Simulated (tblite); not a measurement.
**Geometry relaxation of C5H10F2SeSi (part 4 of 4)**

Continued. System: C5H10F2SeSi. Method: GFN2-xTB geometry optimisation, gas phase (tblite 0.8.0). It belongs to a series of runs on one base structure; here: constitutional isomer.

Geometry of the input (Å):
```
F  1.8245  -1.2364  1.7251
C  1.1211  -0.4873  0.7916
C  0.4067  -1.3485  -0.2047
C  -1.0754  -1.0337  -0.1150
C  -1.4930  0.2287  -0.7609
Si -1.0878  1.7783  0.1451
Se 1.1698  2.2184  0.1812
C  2.0378  0.4809  0.0554
F  3.3185  0.4818  0.5424
H  0.3641  0.1032  1.3644
H  0.7905  -1.1818  -1.2405
H  0.5655  -2.4324  0.0144
H  -1.3912  -1.1424  0.9555
H  -1.5878  -1.8704  -0.6595
H  -1.0618  0.3115  -1.7805
H  -2.5987  0.1979  -0.8827
H  -1.6662  1.8529  1.4963
H  -1.6601  2.8985  -0.6237
H  2.0137  0.1902  -1.0112
```

Trajectory as extended XYZ, continued
```
19
Properties=species:S:1:pos:R:3:forces:R:3 step=90 energy=-821.83396
F     1.9553   -1.5105    1.3597    0.0120   0.0210   0.0250
C     1.1443   -0.5689    0.7466    0.0000  -0.0270   0.0020
C     0.3307   -1.2719   -0.3426   -0.0110  -0.0010  -0.0070
C    -1.1823   -1.1275   -0.1666   -0.0100  -0.0050   0.0130
C    -1.7462    0.1995   -0.6774   -0.0290   0.0020  -0.0280
Si   -0.9307    1.8015   -0.0383    0.0150   0.0360  -0.0090
Se    1.1977    1.8654   -0.9196    0.0040   0.0030   0.0340
C     2.0625    0.5522    0.2708    0.0190  -0.0320  -0.0410
F     2.5397    1.2270    1.3581   -0.0290  -0.0090  -0.0020
H     0.5023   -0.1762    1.5458    0.0000  -0.0390   0.0080
H     0.6277   -0.9111   -1.3302    0.0120   0.0160  -0.0070
H     0.5908   -2.3323   -0.2896    0.0030   0.0430  -0.0060
H    -1.4294   -1.2589    0.8885   -0.0230   0.0140   0.0170
H    -1.6690   -1.9380   -0.7154    0.0040   0.0090   0.0140
H    -1.6633    0.2095   -1.7678   -0.0030   0.0040   0.0030
H    -2.8122    0.2368   -0.4497    0.0060  -0.0460   0.0000
H    -0.8871    1.8986    1.4220    0.0090   0.0140  -0.0230
H    -1.5688    2.9707   -0.6381    0.0070  -0.0180   0.0120
H     2.9283    0.1433   -0.2635    0.0150   0.0140  -0.0060
19
Properties=species:S:1:pos:R:3:forces:R:3 step=93 energy=-821.83509
F     1.9531   -1.5175    1.3585    0.0140   0.0100  -0.0050
C     1.1451   -0.5751    0.7429    0.0080   0.0050   0.0120
C     0.3304   -1.2704   -0.3491    0.0150   0.0130   0.0030
C    -1.1819   -1.1292   -0.1646    0.0110   0.0190  -0.0070
C    -1.7487    0.1989   -0.6711   -0.0130   0.0000   0.0020
Si   -0.9254    1.8047   -0.0442   -0.0190  -0.0210  -0.0040
Se    1.2028    1.8625   -0.9212    0.0250  -0.0140   0.0190
C     2.0637    0.5492    0.2737   -0.0080   0.0050   0.0200
F     2.5206    1.2274    1.3688   -0.0110  -0.0070  -0.0080
H     0.5018   -0.1851    1.5425   -0.0050  -0.0190   0.0030
H     0.6250   -0.9018   -1.3347   -0.0050   0.0260  -0.0040
H     0.5957   -2.3284   -0.3071   -0.0030  -0.0170   0.0030
H    -1.4266   -1.2594    0.8922   -0.0030  -0.0020  -0.0210
H    -1.6672   -1.9395   -0.7146   -0.0180   0.0110   0.0270
H    -1.6801    0.2109   -1.7621    0.0030  -0.0100  -0.0020
H    -2.8111    0.2314   -0.4289   -0.0110  -0.0100  -0.0060
H    -0.8817    1.9164    1.4147    0.0100   0.0080  -0.0160
H    -1.5664    2.9650   -0.6556    0.0050   0.0040   0.0040
H     2.9409    0.1492   -0.2475    0.0060  -0.0010  -0.0210
19
Properties=species:S:1:pos:R:3:forces:R:3 step=95 energy=-821.83553
F     1.9581   -1.5203    1.3531    0.0150  -0.0060  -0.0010
C     1.1473   -0.5779    0.7423    0.0060   0.0090   0.0000
C     0.3310   -1.2694   -0.3506    0.0010   0.0030   0.0000
C    -1.1813   -1.1274   -0.1644    0.0000   0.0090   0.0000
C    -1.7510    0.1992   -0.6702    0.0170   0.0000   0.0110
Si   -0.9260    1.8050   -0.0470   -0.0030  -0.0200  -0.0020
Se    1.2056    1.8625   -0.9178    0.0020  -0.0040   0.0000
C     2.0643    0.5490    0.2761    0.0040   0.0110   0.0170
F     2.5154    1.2271    1.3738    0.0020  -0.0150  -0.0110
H     0.5035   -0.1930    1.5436   -0.0010  -0.0050   0.0110
H     0.6256   -0.8991   -1.3359   -0.0100   0.0160   0.0050
H     0.5931   -2.3281   -0.3091    0.0060  -0.0180  -0.0070
H    -1.4268   -1.2583    0.8919    0.0120   0.0060  -0.0020
H    -1.6696   -1.9379   -0.7107   -0.0070  -0.0010   0.0040
H    -1.6833    0.2112   -1.7610   -0.0080  -0.0130  -0.0130
H    -2.8120    0.2293   -0.4240   -0.0250   0.0000  -0.0140
H    -0.8813    1.9230    1.4107    0.0070   0.0040  -0.0030
H    -1.5669    2.9619   -0.6630    0.0010   0.0190  -0.0020
H     2.9442    0.1525   -0.2453   -0.0180   0.0050   0.0070
19
Properties=species:S:1:pos:R:3:forces:R:3 step=98 energy=-821.83587
F     1.9651   -1.5247    1.3447    0.0050   0.0050  -0.0010
C     1.1504   -0.5797    0.7416   -0.0060  -0.0150   0.0070
C     0.3305   -1.2688   -0.3506   -0.0060  -0.0110   0.0020
C    -1.1816   -1.1249   -0.1627   -0.0020  -0.0120   0.0050
C    -1.7525    0.1996   -0.6705   -0.0160  -0.0040  -0.0240
Si   -0.9280    1.8046   -0.0491    0.0010   0.0200  -0.0040
Se    1.2062    1.8622   -0.9159   -0.0090   0.0020  -0.0080
C     2.0650    0.5501    0.2789   -0.0090  -0.0020  -0.0070
F     2.5113    1.2272    1.3783    0.0170  -0.0050  -0.0010
H     0.5085   -0.1997    1.5472    0.0060  -0.0070   0.0070
H     0.6231   -0.8975   -1.3360    0.0000   0.0040   0.0060
H     0.5897   -2.3291   -0.3085    0.0060   0.0140  -0.0180
H    -1.4250   -1.2535    0.8938    0.0050   0.0050   0.0160
H    -1.6727   -1.9359   -0.7062    0.0050  -0.0050   0.0050
H    -1.6828    0.2088   -1.7613    0.0000  -0.0060  -0.0150
H    -2.8159    0.2272   -0.4304    0.0060   0.0050   0.0010
H    -0.8789    1.9242    1.4080    0.0020   0.0020   0.0030
H    -1.5683    2.9630   -0.6656    0.0110   0.0000   0.0060
H     2.9459    0.1560   -0.2432   -0.0160   0.0100   0.0190
19
Properties=species:S:1:pos:R:3:forces:R:3 step=100 energy=-821.83625
F     1.9751   -1.5292    1.3345   -0.0100   0.0070  -0.0060
C     1.1535   -0.5834    0.7412   -0.0080  -0.0140   0.0080
C     0.3287   -1.2689   -0.3500    0.0020  -0.0060  -0.0010
C    -1.1830   -1.1231   -0.1589    0.0020  -0.0110   0.0020
C    -1.7536    0.1993   -0.6732   -0.0280  -0.0040  -0.0260
Si   -0.9304    1.8054   -0.0515    0.0000   0.0200  -0.0070
Se    1.2050    1.8612   -0.9164   -0.0050   0.0010   0.0010
C     2.0640    0.5514    0.2813   -0.0210  -0.0050  -0.0070
F     2.5063    1.2267    1.3831    0.0100   0.0130   0.0050
H     0.5153   -0.2092    1.5528    0.0080  -0.0110   0.0010
H     0.6171   -0.8949   -1.3354    0.0130   0.0060   0.0010
H     0.5888   -2.3292   -0.3125   -0.0040   0.0150  -0.0130
H    -1.4232   -1.2460    0.8989   -0.0050   0.0040   0.0130
H    -1.6769   -1.9350   -0.6984    0.0110  -0.0120   0.0130
H    -1.6805    0.2046   -1.7642    0.0090  -0.0020  -0.0050
H    -2.8188    0.2247   -0.4393    0.0200   0.0150   0.0120
H    -0.8777    1.9258    1.4055   -0.0020  -0.0040   0.0020
H    -1.5671    2.9670   -0.6667    0.0100  -0.0100   0.0070
H     2.9477    0.1618   -0.2381   -0.0040  -0.0030   0.0010
19
Properties=species:S:1:pos:R:3:forces:R:3 step=103 energy=-821.83653
F     1.9823   -1.5317    1.3269   -0.0060  -0.0130   0.0000
C     1.1551   -0.5869    0.7412   -0.0010   0.0050  -0.0030
C     0.3277   -1.2693   -0.3499    0.0000   0.0100  -0.0050
C    -1.1836   -1.1221   -0.1562   -0.0010   0.0050   0.0010
C    -1.7537    0.1991   -0.6769    0.0130   0.0000   0.0120
Si   -0.9321    1.8069   -0.0534    0.0050  -0.0120  -0.0020
Se    1.2039    1.8611   -0.9160    0.0000   0.0030   0.0080
C     2.0619    0.5518    0.2828   -0.0010   0.0020   0.0030
F     2.5047    1.2260    1.3858   -0.0120   0.0110  -0.0060
H     0.5197   -0.2180    1.5568   -0.0020  -0.0040   0.0070
H     0.6147   -0.8928   -1.3348    0.0120   0.0110  -0.0020
H     0.5881   -2.3291   -0.3178   -0.0050  -0.0050  -0.0010
H    -1.4229   -1.2395    0.9030    0.0020   0.0090  -0.0010
H    -1.6796   -1.9362   -0.6900    0.0100  -0.0130   0.0070
H    -1.6771    0.2024   -1.7676   -0.0010  -0.0070   0.0020
H    -2.8178    0.2253   -0.4419   -0.0070   0.0130  -0.0010
H    -0.8819    1.9285    1.4040   -0.0010  -0.0090  -0.0040
H    -1.5668    2.9685   -0.6683    0.0000   0.0040  -0.0030
H     2.9475    0.1652   -0.2353   -0.0050  -0.0100  -0.0100
19
Properties=species:S:1:pos:R:3:forces:R:3 step=105 energy=-821.83672
F     1.9858   -1.5349    1.3216    0.0030  -0.0180   0.0010
C     1.1562   -0.5890    0.7414    0.0030   0.0050   0.0010
C     0.3273   -1.2687   -0.3503   -0.0040   0.0090   0.0010
C    -1.1838   -1.1204   -0.1543   -0.0010   0.0060   0.0020
C    -1.7535    0.1991   -0.6794    0.0210   0.0010   0.0160
Si   -0.9337    1.8073   -0.0546    0.0040  -0.0130   0.0060
Se    1.2027    1.8620   -0.9141    0.0050   0.0050   0.0020
C     2.0606    0.5518    0.2836    0.0140   0.0010   0.0000
F     2.5040    1.2266    1.3864   -0.0150   0.0000  -0.0120
H     0.5234   -0.2243    1.5606   -0.0110   0.0030   0.0050
H     0.6159   -0.8902   -1.3342   -0.0010   0.0030   0.0030
H     0.5854   -2.3293   -0.3202    0.0030   0.0020   0.0000
H    -1.4218   -1.2321    0.9060    0.0070   0.0050  -0.0090
H    -1.6798   -1.9383   -0.6828    0.0030   0.0000   0.0030
H    -1.6734    0.2006   -1.7697   -0.0070  -0.0070   0.0000
H    -2.8177    0.2273   -0.4461   -0.0130   0.0040  -0.0070
H    -0.8855    1.9275    1.4031    0.0000  -0.0110  -0.0070
H    -1.5682    2.9693   -0.6687    0.0000   0.0050  -0.0040
H     2.9459    0.1651   -0.2359   -0.0100   0.0000  -0.0010
19
Properties=species:S:1:pos:R:3:forces:R:3 step=108 energy=-821.83685
F     1.9874   -1.5387    1.3179   -0.0020  -0.0010  -0.0040
C     1.1570   -0.5905    0.7416    0.0010  -0.0010   0.0040
C     0.3267   -1.2672   -0.3508    0.0030  -0.0010   0.0040
C    -1.1841   -1.1191   -0.1524    0.0040   0.0010  -0.0010
C    -1.7541    0.1988   -0.6799   -0.0050   0.0010  -0.0080
Si   -0.9342    1.8066   -0.0556    0.0030   0.0020  -0.0020
Se    1.2024    1.8619   -0.9142    0.0050   0.0000  -0.0010
C     2.0600    0.5518    0.2845    0.0030   0.0000  -0.0010
F     2.5000    1.2282    1.3873   -0.0020  -0.0010  -0.0040
H     0.5253   -0.2280    1.5631   -0.0040   0.0000  -0.0020
H     0.6153   -0.8866   -1.3341   -0.0060  -0.0010   0.0060
H     0.5844   -2.3282   -0.3231    0.0030   0.0090  -0.0010
H    -1.4192   -1.2272    0.9086    0.0000  -0.0010  -0.0020
H    -1.6796   -1.9395   -0.6774   -0.0040   0.0060   0.0040
H    -1.6723    0.1977   -1.7702   -0.0010  -0.0010   0.0000
H    -2.8199    0.2277   -0.4512    0.0080   0.0000   0.0050
H    -0.8837    1.9249    1.4018   -0.0030  -0.0090   0.0000
H    -1.5670    2.9706   -0.6690    0.0020  -0.0050   0.0010
H     2.9457    0.1658   -0.2345   -0.0030   0.0030   0.0020
```

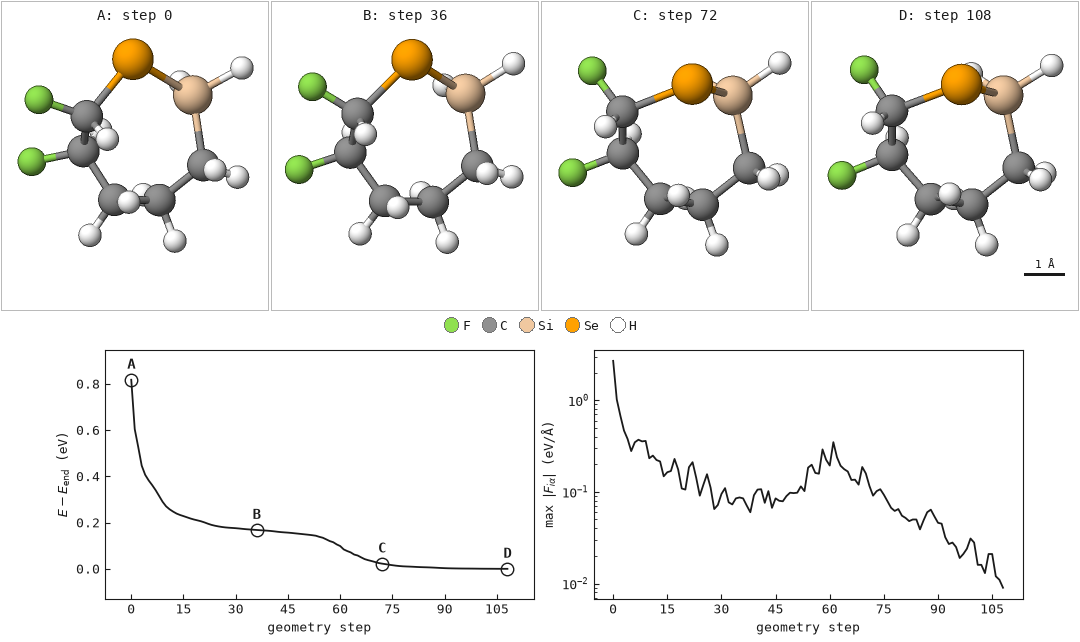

**Figure 1.** Frames of the relaxation (ball-and-stick view, seen at a tilt) above the curves, on which the letters mark them (steps are counted from 0).

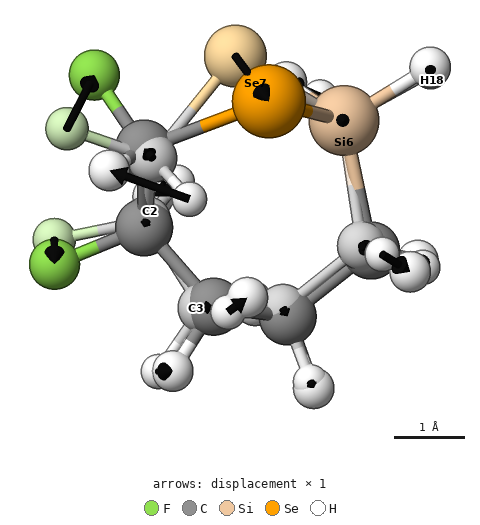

**Figure 2.** Start (faint) and end (solid) with the displacements as black arrows, at true length (ball-and-stick view, seen at a tilt). The two geometries are laid on each other by the best rigid fit. F9 moves most after the best rigid fit: 1.40 Å. Largest moves by element: F 1.40 Å, H 1.22 Å, Se 1.16 Å, C 0.27 Å, Si 0.26 Å. Distances before and after: C5–Si6 1.840 → 1.910 Å, C4–C5 1.478 → 1.530 Å, C2–C3 1.498 → 1.530 Å, Se7–C8 1.946 → 1.972 Å. Among the angles that change: C2–C8–Se7 105.5° → 115.0°, C3–C2–C8 109.3° → 116.0°, Si6–Se7–C8 105.4° → 99.3°. Over 108 geometry steps the energy falls by 0.818 eV. The largest force component goes from 2.7 to 0.009 eV/Å. (Atoms are counted from 1 in the order of the input.)

Results in brief

```csv
quantity,value
outcome,converged
total energy,−821.8368 eV
wall time,0.85 s
peak memory,0.18 GiB
```
